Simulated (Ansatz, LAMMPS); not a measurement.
**Amorphous 64SiO2-25Y2O3-11Al2O3 (mol %) (164 atoms): a single point**

What does DFT give for amorphous 64SiO2-25Y2O3-11Al2O3 (mol %) (164 atoms) as built?

Main program and level: Ansatz 0.2.0; Kohn-Sham DFT, LDA, PAW (set soft_2), plane waves.

**1. Set-up**

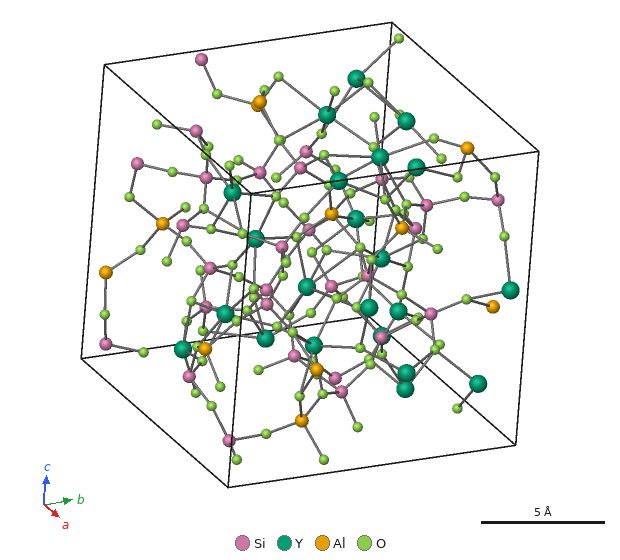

The cell as given, slightly off an axis (silicon pink, yttrium teal, aluminium orange, oxygen green). Some periodic images of atoms are drawn too.

The cell holds 164 atoms: 28 Si, 22 Y, 10 Al and 104 O. Cell: a = 13.264 Å, b = 13.264 Å, c = 13.264 Å, α = 90.0°, β = 90.0°, γ = 90.0°. 164 atoms (28 Si, 22 Er, 10 Al, 104 O) placed at random at 4.5 g/cm³, melted at 5000 K for 10 ps at fixed volume with the Morse and Coulomb pair potential with partial charges (Pedone, Malavasi, Menziani, Cormack and Segre, J. Phys. Chem. B 110, 11780 (2006)). Quenched from 5000 K to 300 K at 10 K/ps and fixed volume, held 10 ps at zero pressure, then minimised at fixed cell. Then Er was replaced by Y and the cell scaled by 1.01 (the potential has no terms for the new elements, so the cell is a start for a DFT relaxation).

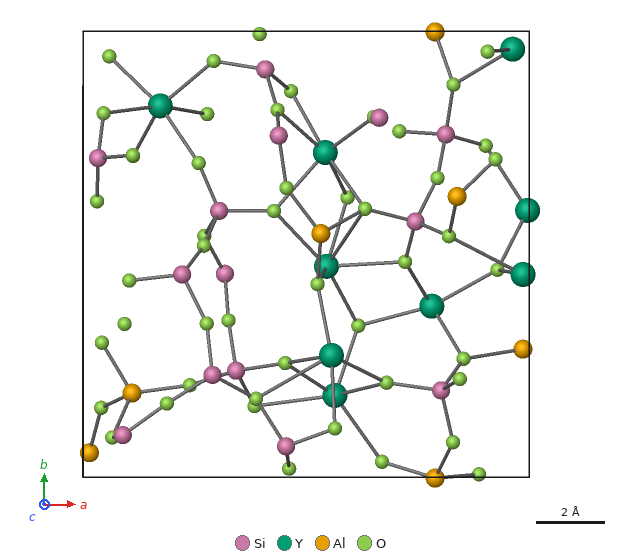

A slice 6 Å thick through the middle of the cell. Bonds to atoms that aren't drawn are left out.

Limits known from the start: The quench rate of 10 K/ps far exceeds what a furnace or splat quench reaches, so expect more defects and frozen-in strain than in a real sample. The network of bonds at the start is that of the classical potential that made the cell, and needn't be the one that DFT or experiment would give. Only the Γ point is sampled, in a cell whose shortest periodic width is 13 Å.

**2. The classical run that made the cell**

A classical potential makes the cell, at a small fraction of what the same run would cost in DFT.

This step: classical MD, Morse and Coulomb pair potential with partial charges (Pedone, Malavasi, Menziani, Cormack and Segre, J. Phys. Chem. B 110, 11780 (2006)) (LAMMPS 22 Jul 2025 - Update 4).

File in.lmp:

```
# melt-quench of Si28Er22Al10O104
units metal
atom_style charge
boundary p p p
region box block 0 13.3129 0 13.3129 0 13.3129
create_box 4 box
mass 1 28.0850   # Si
mass 2 167.2590   # Er
mass 3 26.9815   # Al
mass 4 15.9990   # O
create_atoms 1 random 28 422297 NULL overlap 1.5 maxtry 2000
create_atoms 2 random 22 422304 NULL overlap 1.5 maxtry 2000
create_atoms 3 random 10 422311 NULL overlap 1.5 maxtry 2000
create_atoms 4 random 104 422318 NULL overlap 1.5 maxtry 2000
pair_style hybrid/overlay pedone 5.5 coul/long 8.0
pair_coeff * * coul/long
pair_coeff 1 4 pedone 0.340554 2.006700 2.100000 1   # Si-O
pair_coeff 2 4 pedone 0.040448 2.294078 2.837722 3   # Er-O
pair_coeff 3 4 pedone 0.361581 1.900442 2.164818 0.9   # Al-O
pair_coeff 4 4 pedone 0.042395 1.379316 3.618701 22   # O-O
set type 1 charge 2.4
set type 2 charge 1.8
set type 3 charge 1.8
set type 4 charge -1.2
kspace_style pppm 1.0e-4
neigh_modify delay 0 every 1 check yes
thermo_style custom step time temp pe press density
thermo_modify norm yes
timestep 0.002
thermo 100
min_style cg
minimize 1e-4 1e-4 200 2000
reset_timestep 0
velocity all create 5000 422298 mom yes dist gaussian
# [... 14 lines left out ...]
thermo 1666
fix md all npt temp 300 300 0.2 iso 0 0 2
run 5000 post no
unfix md
thermo 100
min_style cg
minimize 0 1e-3 2000 20000
write_dump all custom glass.dump id type xs ys zs modify sort id
```

Run with:

```sh
$ lmp -in in.lmp -log none -nocite
```

The program printed:

```text
LAMMPS (22 Jul 2025 - Update 4)
Created orthogonal box = (0 0 0) to (13.3129 13.3129 13.3129)
Created 28 atoms
Created 22 atoms
Created 10 atoms
Created 104 atoms
PPPM initialization ...
  G vector (1/distance) = 0.38455075
  grid = 15 15 15
  estimated relative force accuracy = 5.1709142e-05
   Step          Time           Temp          PotEng         Press         Density
         0   0              0             -3.7964293      609466.98      4.5039826
       100   0.2            0             -14.579112     -18438.77       4.5039826
Loop time of 0.263666 s on 1 MPI rank(s) for 100 steps with 164 atoms
Minimization stats:
  Stopping criterion = energy tolerance
  Energy initial, next-to-last, final =
     -3.79642929560185  -14.5776542287082  -14.5791119026092
  Force two-norm initial, final = 370.08972 3.5748051
  Iterations, force evaluations = 100 131
   Step          Time           Temp          PotEng         Press         Density
         0   0              5000          -14.579112      29250.792      4.5039826
       500   1              2445.639      -14.362528      17778.45       4.5039826
      1000   2              2034.1331     -14.369312      6517.2601      4.5039826
Loop time of 1.87403 s on 1 MPI rank(s) for 1000 steps with 164 atoms
[... 3 lines left out ...]
      2499   4.998          4945.514      -13.942293      10241.152      4.5039826
      3332   6.664          4293.2083     -13.831188      56704.361      4.5039826
      4165   8.33           5188.7993     -13.921682      57725.252      4.5039826
      4998   9.996          5228.8844     -13.886049      33470.047      4.5039826
      5831   11.662         4870.4395     -13.931985      11868.782      4.5039826
[... 1 line left out ...]
Loop time of 9.46007 s on 1 MPI rank(s) for 5000 steps with 164 atoms
   Step          Time           Temp          PotEng         Press         Density
[... 12 lines left out ...]
Loop time of 407.919 s on 1 MPI rank(s) for 235000 steps with 164 atoms
   Step          Time           Temp          PotEng         Press         Density
[... 3 lines left out ...]
    244902   489.804        306.44391     -14.724145     -1825.0802      4.7023426
    246000   492            295.38714     -14.725356     -3148.7125      4.6919233
Loop time of 12.4172 s on 1 MPI rank(s) for 5000 steps with 164 atoms
   Step          Time           Temp          PotEng         Press         Density
    246000   492            295.38714     -14.725356     -3148.6865      4.6919233
    246026   492.052        295.38714     -14.768036     -4163.0874      4.6919233
Loop time of 0.170981 s on 1 MPI rank(s) for 26 steps with 164 atoms
Minimization stats:
  Stopping criterion = linesearch alpha is zero
  Energy initial, next-to-last, final =
     -14.7253562809315  -14.7680362974117  -14.7680362974117
  Force two-norm initial, final = 17.290894 0.30624211
  Iterations, force evaluations = 26 81
```

Wall time 7.2 min (1 thread of AMD EPYC 7571, shared host); peak memory 0.071 GiB.

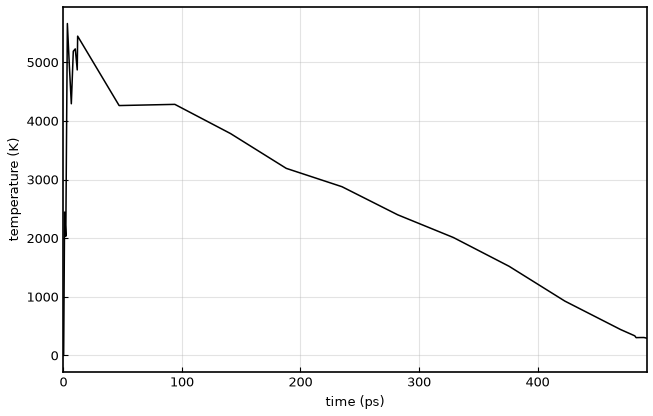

Temperature, plotted against time.

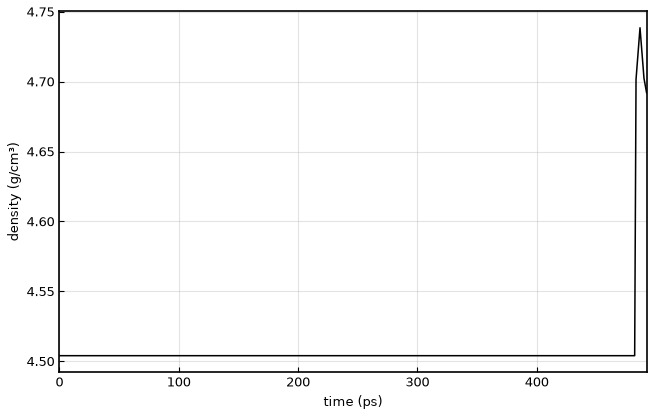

Density, plotted against time.

(Continued in part 2 of 3.)

[Logs are printed without paths, hosts, clocks, repeated set-up lines and the standing remarks that a program may print on its own settings, such as how far it seeks lower states.]

[Hosts, paths, dates, database ids (printed as entryN), source tags and the programs' standing remarks are cut or masked in the printed files.]
